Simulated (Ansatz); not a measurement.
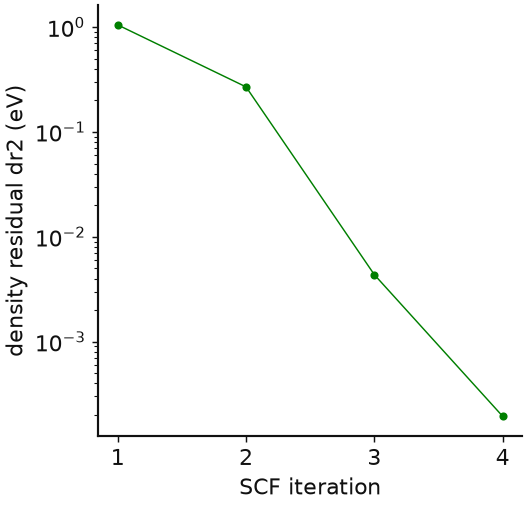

The plot shows the SCF iterations of a calculation: density residual dr2. The starting density is a sum of atomic densities corrected by a trained network.

K₂Be₁₄C₈ (defect cell, 24 atoms in the cell), run with Ansatz.

```
accuracy: high
crystal:
  lattice:
    - [0.000000, 4.310638, 4.310638]
    - [4.310638, 0.000000, 4.310638]
    - [4.310638, 4.310638, 0.000000]
  atoms:
    - { symbol: K, position: [0.867703, 0.401898, 0.365871] }
    - { symbol: K, position: [0.149466, 0.111376, 0.106511] }
    - { symbol: Be, position: [0.365304, 0.901357, 0.864885] }
    - { symbol: Be, position: [0.394430, 0.862765, 0.380240] }
    - { symbol: Be, position: [0.874905, 0.376689, 0.875806] }
    - { symbol: Be, position: [0.377864, 0.381367, 0.872189] }
    - { symbol: Be, position: [0.894792, 0.875407, 0.343677] }
    - { symbol: Be, position: [0.627434, 0.631338, 0.630712] }
    - { symbol: Be, position: [0.376624, 0.357337, 0.406797] }
    - { symbol: Be, position: [0.860983, 0.875018, 0.902690] }
    - { symbol: Be, position: [0.121664, 0.115290, 0.628134] }
    - { symbol: Be, position: [0.604578, 0.632645, 0.123274] }
    - { symbol: Be, position: [0.125667, 0.622537, 0.121208] }
    - { symbol: Be, position: [0.633338, 0.125767, 0.623349] }
    - { symbol: Be, position: [0.623420, 0.136927, 0.113617] }
    - { symbol: Be, position: [0.112117, 0.639555, 0.626200] }
    - { symbol: C, position: [0.002571, 0.007195, 0.990707] }
    - { symbol: C, position: [0.502444, 0.531166, 0.488580] }
    - { symbol: C, position: [0.991733, 0.016168, 0.495624] }
    - { symbol: C, position: [0.472878, 0.526116, 0.002619] }
    - { symbol: C, position: [0.007973, 0.487204, 0.014104] }
    - { symbol: C, position: [0.475739, 0.008149, 0.522350] }
    - { symbol: C, position: [0.487212, 0.000269, 0.998676] }
    - { symbol: C, position: [0.001207, 0.508665, 0.494830] }
kpoints:
  mp_grid: { grid: [2, 2, 2], shift: [0.5, 0.5, 0.5] }
basis: { ecutrho_ratio: 3 }
hamiltonian:
  xc: pbesol
scf:
  occupations: { method: fermi_dirac, width: 0.01 }
  max_iter: 4
output:
  forces: true
  eigenvalues: true
  stress: true
```

Launched with:
```bash
ansatz run in.yaml --threads 7 --pin off --max-ram 13300MiB --runs-dir r --events-out ev --progress --plain
```

**Did the calculation converge?**

The run gave up at step 4 without converging. The residual is still falling at the last step (down to 1.9 × 10⁻⁴).
